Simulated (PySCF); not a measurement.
Molecule: SMILES [Si](Cl)(Cl)([SiH2]C(C)(C)C)Cl. Atoms near the plane z = 0.0 Å, at the GFN2-xTB optimised geometry (x, y, z in Å): Si5 (0.2, -0.3, 0.0), Si6 (-2.1, -0.3, 0.0), Cl9 (-2.9, 1.6, 0.0), H18 (2.7, 1.2, -0.9), H19 (0.7, 0.7, 1.0), H20 (0.7, -1.6, 0.4).

Calculation: PBE/def2-SVP in PySCF 2.14.0. Cells within 0.4 Å of a nucleus heavier than hydrogen are left out (blank, or x). The values are rescaled to run from 0 to 1.

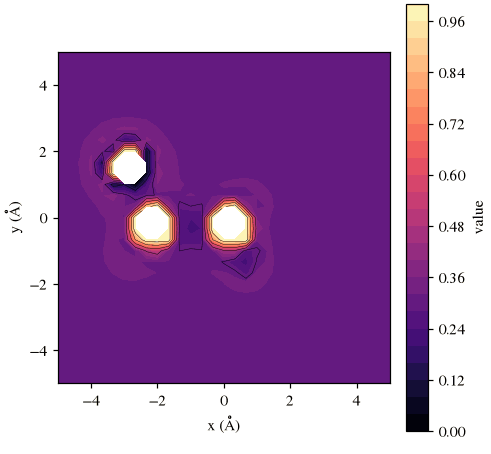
Figure: a field on the plane z = 0.0 Å.

Q: Which quantity is mapped?
A) Laplacian of the electron density
B) deformation density (molecule minus spherical neutral atoms)
C) electron localisation function
D) an orbital amplitude

A: A, Laplacian of the electron density. In full: Laplacian of the electron density (e/bohr⁵), clipped to [-1.50, 1.50].
